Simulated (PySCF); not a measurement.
**SiBrCl$_{3}$: geometry relaxation**

The run: geometry relaxation of SiBrCl$_{3}$. Method and program: PBE0-D3(BJ)/def2-TZVP geometry optimisation, gas phase (PySCF 2.14.0).

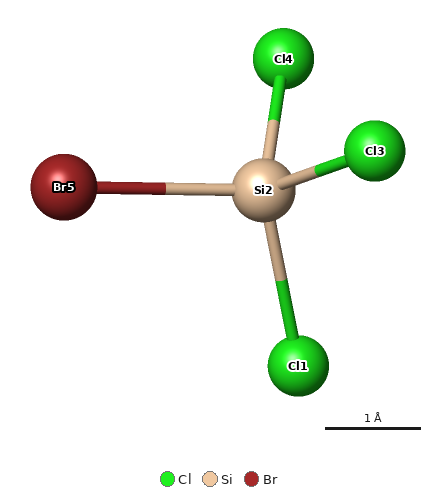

*The input geometry (ball-and-stick view, seen at a tilt; atoms are numbered from 1 in the order of the input).*

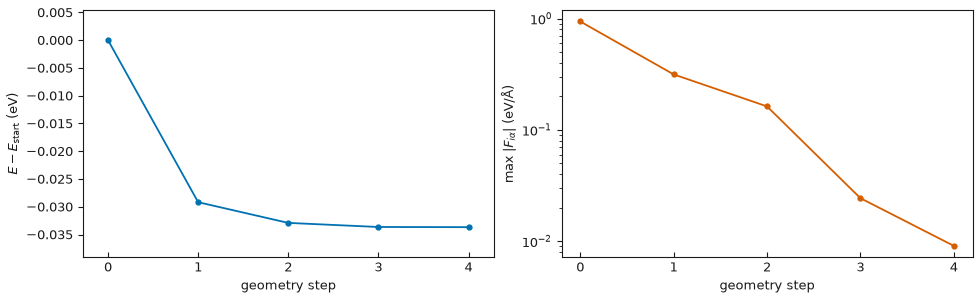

*Progress of the relaxation, step by step (steps are counted from 0).*

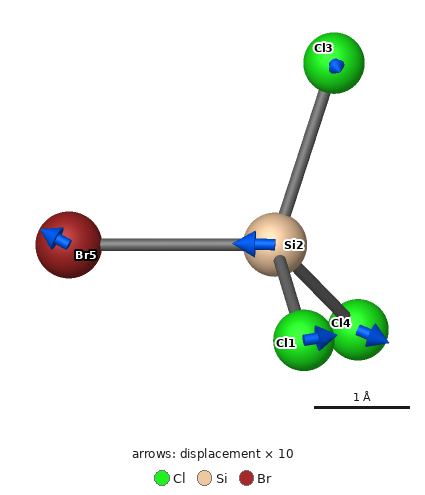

*The starting structure with the displacements as blue arrows, magnified 10 times (ball-and-stick view, seen at a tilt). The two geometries are laid on each other by the best rigid fit.*

The atom that moves furthest after the best rigid fit is Si2 (0.045 Å). By element the largest moves are Si 0.045 Å, Cl 0.037 Å, Br 0.035 Å. Distances before and after: Si2–Cl4 1.986 → 2.023 Å, Si2–Br5 2.202 → 2.188 Å, Cl1–Si2 2.016 → 2.023 Å. Among the angles that change: Cl1–Si2–Br5 107.0° → 109.7°, Cl1–Si2–Cl4 111.8° → 109.3°, Cl4–Si2–Br5 107.5° → 109.6°. Over 4 geometry steps the energy falls by 0.034 eV. Largest force component: 0.94 eV/Å at the start, 0.0091 eV/Å at the end. (Atoms are counted from 1 in the order of the input.)

The input that produced these results follows, with the program's output.

The input
```
{"job": {"xc": "PBE0", "basis": "def2-TZVP", "d3": "d3bj", "grid": 2, "shake": 0.01, "kind": "geom"}, "charge": 0, "multiplicity": 1}
Cl    -0.547280    -1.473650    -1.305860
Si    -0.063880     0.007790    -0.027120
Cl    -0.079980     1.800140    -0.949660
Cl    -1.256020     0.027240     1.561530
Br     1.980740    -0.395490     0.683210
```

The first line tells a small driver script what to run in PySCF; the rest is the geometry in Å.

Run as:
```bash
OMP_NUM_THREADS=1 python <driver script> task.json out
```

What the program printed
```
step   0  E = -4243.64807796  max force = 0.018344
step   1  E = -4243.64915033  max force = 0.006139
step   2  E = -4243.64928738  max force = 0.003165
step   3  E = -4243.64931442  max force = 0.000474
step   4  E = -4243.64931557  max force = 0.000178
optimisation converged
```

Trajectory as extended XYZ (Å, eV, eV/Å), 5 frames, from step=0 to step=4
```
5
Properties=species:S:1:pos:R:3:forces:R:3 step=0 energy=-115475.54598
Cl   -0.5473   -1.4736   -1.3059   -0.2110  -0.0195  -0.1164
Si   -0.0639    0.0078   -0.0271    0.9433  -0.1269  -0.2334
Cl   -0.0800    1.8001   -0.9497   -0.1233   0.0847  -0.1111
Cl   -1.2560    0.0272    1.5615   -0.6025   0.0141   0.4901
Br    1.9807   -0.3955    0.6832   -0.0064   0.0477  -0.0292
5
Properties=species:S:1:pos:R:3:forces:R:3 step=1 energy=-115475.57516
Cl   -1.2445   -1.5904   -1.3175    0.0649  -0.0341   0.0041
Si   -0.6408   -0.1045   -0.0841   -0.3157   0.0697   0.1333
Cl   -0.8082    1.6594   -1.0663    0.0437  -0.0220   0.0398
Cl   -1.8780   -0.0750    1.5358    0.2213  -0.0003  -0.1792
Br    1.4270   -0.4164    0.5470   -0.0143  -0.0133   0.0020
5
Properties=species:S:1:pos:R:3:forces:R:3 step=2 energy=-115475.57889
Cl   -1.2366   -1.5977   -1.3182    0.0224  -0.0007   0.0021
Si   -0.6508   -0.1025   -0.0872   -0.1628   0.0344   0.0784
Cl   -0.8059    1.6644   -1.0632    0.0061  -0.0212   0.0132
Cl   -1.8669   -0.0739    1.5388    0.0934   0.0009  -0.1014
Br    1.4157   -0.4172    0.5448    0.0408  -0.0134   0.0077
5
Properties=species:S:1:pos:R:3:forces:R:3 step=3 energy=-115475.57963
Cl   -1.2322   -1.5998   -1.3181   -0.0004   0.0021  -0.0023
Si   -0.6564   -0.1011   -0.0871   -0.0139   0.0026   0.0244
Cl   -0.8084    1.6653   -1.0618   -0.0049  -0.0039  -0.0022
Cl   -1.8615   -0.0731    1.5389    0.0083   0.0001  -0.0175
Br    1.4139   -0.4183    0.5429    0.0108  -0.0010  -0.0023
5
Properties=species:S:1:pos:R:3:forces:R:3 step=4 energy=-115475.57966
Cl   -1.2317   -1.5996   -1.3177   -0.0012  -0.0015  -0.0018
Si   -0.6565   -0.1011   -0.0862    0.0025  -0.0007   0.0091
Cl   -0.8105    1.6646   -1.0618   -0.0030   0.0013  -0.0021
Cl   -1.8610   -0.0733    1.5391    0.0011  -0.0005  -0.0026
Br    1.4152   -0.4176    0.5416    0.0006   0.0015  -0.0026
```

Summary

- outcome: converged
- total energy: −4243.649316 hartree
- dipole moment: 0.10 D
- point group: C3v
- hardware: 1 CPU thread, shared host
- wall time: 42 s
- peak memory: 0.82 GiB
